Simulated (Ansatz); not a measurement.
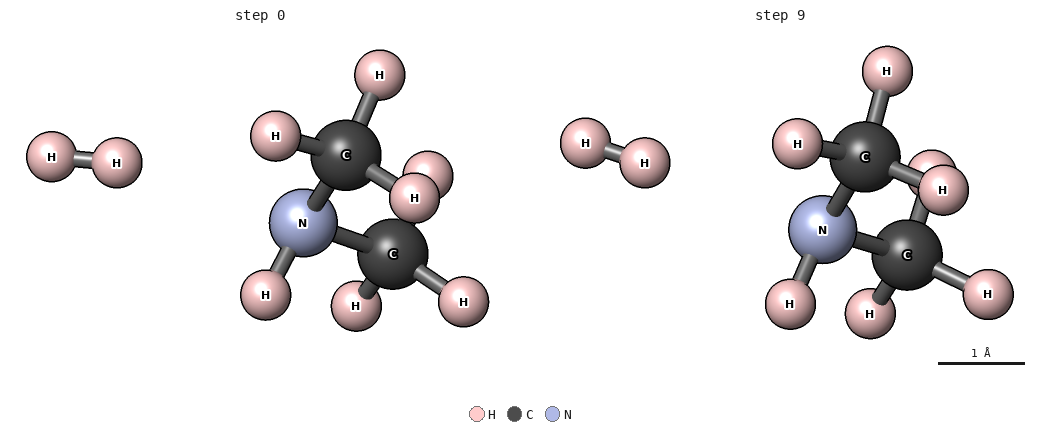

The structure of C2H9N (coarse preliminary run) before (left) and after (right) a relaxation, at one scale.

Style: ball-and-stick. Shown from a free direction.

Computed with RKS PBE-D4/def2-SVP (Ansatz 0.2.0). (force threshold 0.03 eV/Å; at most 250 steps)

> Summarise the run.

After 8 accepted moves (9 points after the start) the energy has fallen by 5.97 kJ/mol. Largest force component: 0.63 eV/Å at the start, 0.026 eV/Å at the end. The line search rejected the trial step at point 7 of the run. The forces were under the threshold at step 5, but the run went on from there. An H atom moves most after the best rigid fit: 0.29 Å. Largest moves by element: H 0.29 Å, N 0.12 Å, C 0.07 Å. Near-neighbour distances that change, for instance: C–H 1.101 → 1.123 Å, C–H 1.088 → 1.109 Å, H–N 1.017 → 1.027 Å, H–H 0.783 → 0.778 Å.

Limits of the set-up: the start holds two separate molecules, 2.4 Å apart at their closest, whose relative position is a soft coordinate.
